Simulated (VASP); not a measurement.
Band structure of CeO₂ (fluorite). Computed with RPBE GGA, VASP's PBE PAW potentials (set 64) (plane waves; VASP).

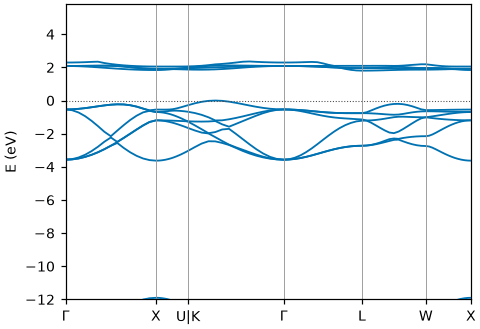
Fig. 1. Bands along high-symmetry lines, zero at the valence-band maximum or, without a gap, the Fermi level

Task: Read the plot: is there a gap, and where are the band edges?

Result: The gap is indirect, 1.80 eV, from the valence maximum at K-Γ at 0.29 to the conduction minimum at L. (Edges off the drawn lines would not show.)

The compound is CeO2 in the fluorite structure. It was relaxed first, which changed the volume by +5 %. The run is not spin-polarised, so no magnetic state was tried.
